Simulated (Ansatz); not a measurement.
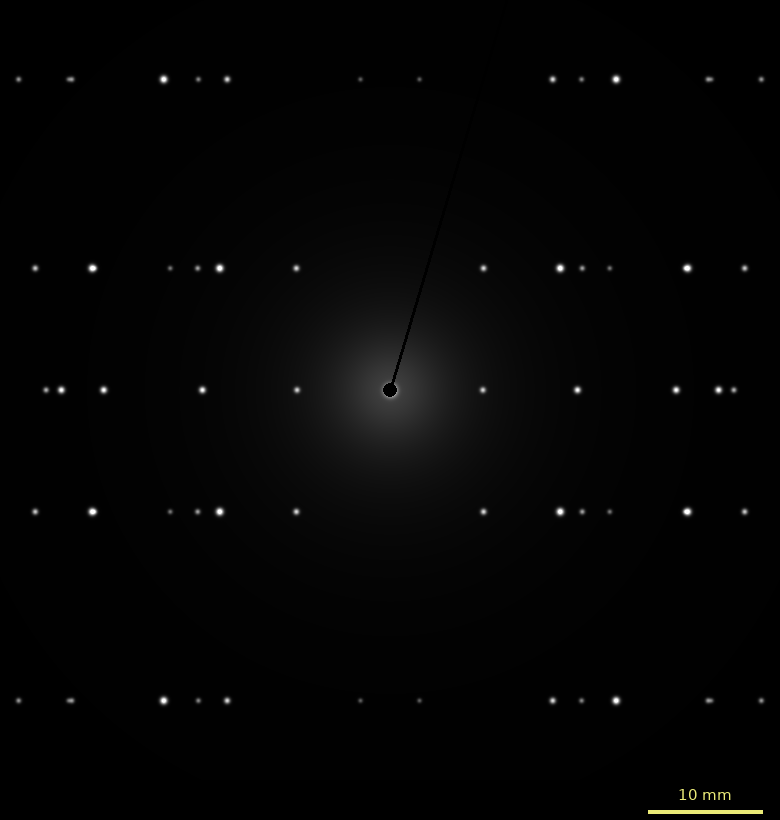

Simulated X-ray rotation photograph: Cu Kα radiation (λ = 1.5418 Å), cylindrical film of radius 30.0 mm unrolled, rotation axis vertical and normal to the beam, kinematic intensities without Lorentz or polarisation factors, the film spanning ±63° about the beam; spots down to d = 1.34 Å.

Q: Measure the layer lines and find the identity period along the axis.

A: The first layer line lies 10.8 mm from the equator, so tan ν = 0.359, sin ν = 0.338 and the period is λ/sin ν = 4.56 Å. Further lines follow at 27.5 mm.

The crystal is P, space group Cmce (No. 64), a = 3.309 Å, b = 11.289 Å, c = 4.564 Å. Structure: the end point of a relaxation with DFT PBE, scalar-relativistic, plane waves, PAW in Ansatz 0.2.0.

Q: About which axis was it rotated?

A: About [001], whose length in the conventional cell is 4.564 Å.
